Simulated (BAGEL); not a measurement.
# B3LYP/6-31G(d) (density fitting with qzvpp-jkfit, spherical functions) run of Si2H4ClF (SMILES F[SiH]([SiH3])Cl)

What is the energy change on altering one bond length of Si2H4ClF at B3LYP/6-31G* (density fitting with qzvpp-jkfit, spherical functions)? 

The results are computed with BAGEL 1.2.2.

2 further runs of the same task are left out: 2 set aside as unsound or not needed. Runs told in other sessions of the task aren't counted.

### Step 1. The structure to begin with

Si2H4ClF: 8 atoms, total charge 0, spin state singlet. As SMILES, `F[SiH]([SiH3])Cl`. The coordinates come from a PBE0-D4/def2-TZVP relaxation.

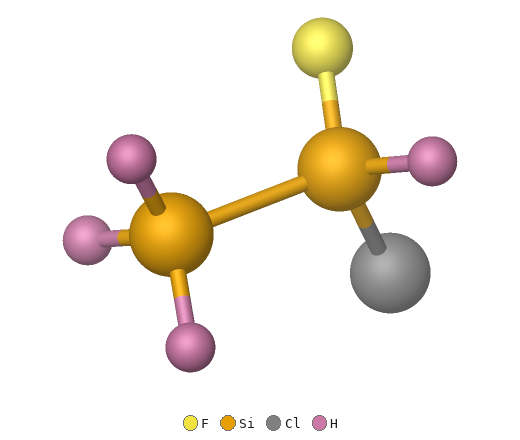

The structure, seen from a chosen angle (fluorine yellow, silicon amber, chlorine grey, hydrogen pink).

### Step 2. A single-point energy at B3LYP/6-31G(d) (density fitting with qzvpp-jkfit, spherical functions)

job.json reads:

```json
{ "bagel" : [

{
  "title" : "molecule",
  "basis" : "6-31gs.json",
  "df_basis" : "qzvpp-jkfit",
  "angstrom" : true,
  "geometry" : [
    { "atom" : "F", "xyz" : [   -1.329000,    1.796800,    0.161200 ] },
    { "atom" : "Si", "xyz" : [   -0.382900,    0.812800,   -0.667700 ] },
    { "atom" : "Si", "xyz" : [    0.539000,   -0.793000,    0.761300 ] },
    { "atom" : "Cl", "xyz" : [   -1.534100,   -0.130100,   -2.075900 ] },
    { "atom" : "H", "xyz" : [    0.596600,    1.655400,   -1.392300 ] },
    { "atom" : "H", "xyz" : [    1.355700,   -0.131100,    1.812300 ] },
    { "atom" : "H", "xyz" : [    1.403500,   -1.693800,   -0.044400 ] },
    { "atom" : "H", "xyz" : [   -0.556600,   -1.574100,    1.389600 ] }
  ]
},
{ "title" : "ks", "xc_func" : "b3lyp" },
{ "title" : "print", "file" : "orbitals.molden", "orbitals" : true }

]}
```

The basis set 6-31G* is read from a file made from the Basis Set Exchange's data (not shown).

Run with:

```console
$ BAGEL_NUM_THREADS=1 BAGEL job.json > job.out
```

Log:

```text
* using 1 threads per process

  ===============================================================
  ===============================================================

  *** Geometry ***

  { "atom" : "F", "xyz" : [     -2.511446,      3.395460,      0.304624 ] },
  { "atom" : "Si", "xyz" : [     -0.723576,      1.535969,     -1.261770 ] },
  { "atom" : "Si", "xyz" : [      1.018562,     -1.498553,      1.438648 ] },
  { "atom" : "Cl", "xyz" : [     -2.899029,     -0.245853,     -3.922882 ] },
  { "atom" : "H", "xyz" : [      1.127411,      3.128253,     -2.631066 ] },
  { "atom" : "H", "xyz" : [      2.561902,     -0.247743,      3.424751 ] },
  { "atom" : "H", "xyz" : [      2.652231,     -3.200818,     -0.083904 ] },
  { "atom" : "H", "xyz" : [     -1.051822,     -2.974618,      2.625963 ] },

  Number of auxiliary basis functions:      533

  Since a DF basis is specified, we compute 2- and 3-index integrals:
    o Being stored without compression. Storage requirement is 0.025 GB

  Number of basis functions:       76
  Number of electrons      :       58

    * METHOD: MOLECULE                             0.23

  *** Kohn-Sham DFT ***

    * Removing 13612 points whose weight is below 1.00e-10
    * Grid points: 105636

  === Nuclear Repulsion ===
   276.2049934957

       - DIIS with orbital gradients will be used.

  === KS iteration (b3lyp / 6-31gs.json) ===
      0      -1108.78600234          0.12869586           0.38
      1      -1054.35126222          0.11764808           0.34
      2       -977.93858356          0.17895107           0.34
      3      -1122.79731459          0.10513182           0.35
      4      -1128.58938894          0.08120962           0.35
      5      -1132.29661546          0.09202409           0.36
      6      -1133.80580159          0.08514979           0.34
      7      -1054.68723631          0.12123124           0.34
      8      -1134.20661535          0.07774908           0.35
      9      -1135.17651371          0.07072073           0.35
     10      -1135.32903720          0.06976243           0.34
     11      -1134.85062454          0.06849083           0.34
     12      -1135.23807133          0.06601124           0.36
     13      -1060.75584117          0.18176522           0.37
     14      -1141.13011560          0.02318261           0.35
     15      -1141.49586638          0.00563390           0.36
     16      -1141.51102401          0.00411217           0.35
     17      -1141.52426062          0.00112019           0.35
     18      -1141.52486980          0.00023909           0.38
     19      -1141.52490059          0.00007363           0.42
     20      -1141.52490422          0.00001966           0.36
     21      -1141.52490447          0.00000275           0.36
     22      -1141.52490447          0.00000058           0.35
     23      -1141.52490447          0.00000020           0.35
     24      -1141.52490447          0.00000010           0.34
     25      -1141.52490447          0.00000002           0.37
     26      -1141.52490447          0.00000000           0.36
    * SCF iteration converged.

    * Permanent dipole moment:
           (   -0.651201,     0.129197,    -0.266989) a.u.

    * METHOD: KS                                  10.05

    * METHOD: PRINT                                0.01

  ===============================================================
```

It took 11 s on 1 thread of Intel Xeon 6975P-C (Granite Rapids), shared host; peak memory 0.43 GiB.

### Step 3. The distorted shape

dft.json reads:

```json
{ "bagel": [

{
  "title": "molecule",
  "basis": "6-31gs.json",
  "df_basis": "qzvpp-jkfit",
  "angstrom": true,
  "geometry": [
    { "atom": "F", "xyz": [   -1.475946,    1.670392,    0.269905 ] },
    { "atom": "Si", "xyz": [   -0.529846,    0.686392,   -0.558995 ] },
    { "atom": "Si", "xyz": [    0.392054,   -0.919408,    0.870005 ] },
    { "atom": "Cl", "xyz": [   -1.681046,   -0.256508,   -1.967195 ] },
    { "atom": "H", "xyz": [    0.596600,    1.655400,   -1.392300 ] },
    { "atom": "H", "xyz": [    1.208754,   -0.257508,    1.921005 ] },
    { "atom": "H", "xyz": [    1.256554,   -1.820208,    0.064305 ] },
    { "atom": "H", "xyz": [   -0.703546,   -1.700508,    1.498305 ] }
  ]
},
{
  "title": "ks",
  "xc_func": "b3lyp"
},
{
  "title": "print",
  "file": "orbitals.molden",
  "orbitals": true
}

]}
```

The basis set 6-31G* is read from a file made from the Basis Set Exchange's data (not shown).

Run with:

```console
$ BAGEL_NUM_THREADS=1 BAGEL dft.json > dft.out
```

Log:

```text
* using 1 threads per process

  ===============================================================
  ===============================================================

  *** Geometry ***

  { "atom" : "F", "xyz" : [     -2.789134,      3.156583,      0.510047 ] },
  { "atom" : "Si", "xyz" : [     -1.001264,      1.297093,     -1.056347 ] },
  { "atom" : "Si", "xyz" : [      0.740875,     -1.737429,      1.644071 ] },
  { "atom" : "Cl", "xyz" : [     -3.176717,     -0.484730,     -3.717460 ] },
  { "atom" : "H", "xyz" : [      1.127411,      3.128253,     -2.631066 ] },
  { "atom" : "H", "xyz" : [      2.284214,     -0.486620,      3.630173 ] },
  { "atom" : "H", "xyz" : [      2.374543,     -3.439695,      0.121519 ] },
  { "atom" : "H", "xyz" : [     -1.329509,     -3.213494,      2.831386 ] },

  Number of auxiliary basis functions:      533

  Since a DF basis is specified, we compute 2- and 3-index integrals:
    o Being stored without compression. Storage requirement is 0.025 GB

  Number of basis functions:       76
  Number of electrons      :       58

    * METHOD: MOLECULE                             0.23

  *** Kohn-Sham DFT ***

    * Removing 13461 points whose weight is below 1.00e-10
    * Grid points: 105787

  === Nuclear Repulsion ===
   275.1224898202

       - DIIS with orbital gradients will be used.

  === KS iteration (b3lyp / 6-31gs.json) ===
      0      -1108.76508566          0.12845807           0.38
      1      -1054.71814621          0.11587308           0.35
      2       -977.59319015          0.17003710           0.37
      3      -1123.74004916          0.10379775           0.35
      4      -1128.36273955          0.08450494           0.35
      5      -1131.01501865          0.07995481           0.36
      6      -1133.72549238          0.08812066           0.34
      7      -1053.14138426          0.11316301           0.33
      8      -1129.21201755          0.08774515           0.35
      9      -1129.73096345          0.09263995           0.34
     10      -1127.92557799          0.08807166           0.34
     11      -1129.49657871          0.08167370           0.35
     12      -1132.10094437          0.09746062           0.35
     13      -1053.61923490          0.11677837           0.35
     14      -1136.11228557          0.06759083           0.35
     15      -1133.02562448          0.09627692           0.34
     16      -1132.89840663          0.09632055           0.36
     17      -1129.93138942          0.08504973           0.35
     18      -1131.85824340          0.09791761           0.35
     19      -1059.89291917          0.16274912           0.35
     20      -1140.48534087          0.04072791           0.35
     21      -1141.27126561          0.02279040           0.35
     22      -1141.49973443          0.00544074           0.34
     23      -1141.51076062          0.00202590           0.35
     24      -1141.51291361          0.00035158           0.37
     25      -1141.51301931          0.00010464           0.35
     26      -1141.51302885          0.00003022           0.35
     27      -1141.51302960          0.00000467           0.35
     28      -1141.51302962          0.00000170           0.35
     29      -1141.51302962          0.00000050           0.35
     30      -1141.51302962          0.00000004           0.35
     31      -1141.51302962          0.00000003           0.34
     32      -1141.51302962          0.00000001           0.36
    * SCF iteration converged.

    * Permanent dipole moment:
           (   -0.559327,     0.243867,    -0.348422) a.u.

    * METHOD: KS                                  12.02

    * METHOD: PRINT                                0.01

  ===============================================================
```

Wall time 13 s (1 thread of Intel Xeon 6975P-C (Granite Rapids), shared host); peak memory 0.43 GiB.

### Step 4. Outcome

At B3LYP/6-31G* (density fitting with qzvpp-jkfit, spherical functions):

| quantity | value |
| --- | --- |
| first shape: total energy | -1141.52490 Eh |
| first shape: dipole moment | 1.82 D |
| first shape: HOMO energy | -8.12 eV |
| first shape: LUMO energy | -0.43 eV |
| first shape: HOMO–LUMO gap | 7.70 eV |
| distorted shape: total energy | -1141.51303 Eh |
| distorted shape: dipole moment | 1.79 D |
| distorted shape: HOMO energy | -8.08 eV |
| distorted shape: LUMO energy | -0.50 eV |
| distorted shape: HOMO–LUMO gap | 7.58 eV |
| energy change with the Si2–H5 bond stretched from 1.481 to 1.704 Å | 0.323 eV |

**Reading.** With the Si2–H5 bond stretched from 1.481 to 1.704 Å the energy rises by 0.32 eV (7.5 kcal/mol). The first shape isn't relaxed at this level, so the change isn't measured from a minimum.
